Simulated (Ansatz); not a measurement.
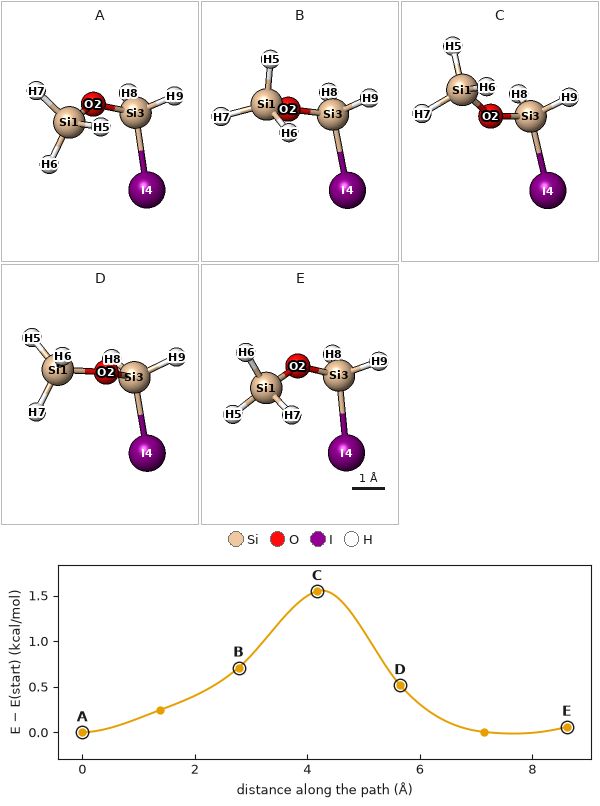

A search for the minimum-energy path of Si2H5OI by the nudged elastic band. Images are numbered from 0 (start) to 6 (end). Frames A to E are images 0, 2, 3, 4, 6. Style: ball-and-stick. Shown from a free direction.

Level of theory: RKS r2SCAN/def2-mTZVP in Ansatz. Settings: 5 movable images; climbing image; force threshold 0.05 eV/Å; iteration limit 60; starting path through a guess of the saddle point.

Question: Describe the mechanism and the energy profile.

Answer: The motion is a rotation about the Si1–O2 bond by about 130°, with a turn of about 340° about O2–Si3. No bond forms or breaks between the ends. Bond angles that change up to the highest image, for instance: Si1–O2–Si3 140.9° → 148.2°. Relative to the start the highest point is image 3 at +1.55 kcal/mol and the end lies at +0.06 kcal/mol, but the profile dips to +0.01 kcal/mol at image 5 on the way, so there is an intermediate minimum on the way. The band converged in 24 iterations. The largest component of the band force went from 270 to 0.049 eV/Å. The climbing image converged on the top of the path. Its vibrational analysis gives one imaginary mode (53i cm⁻¹), as a transition state must have.
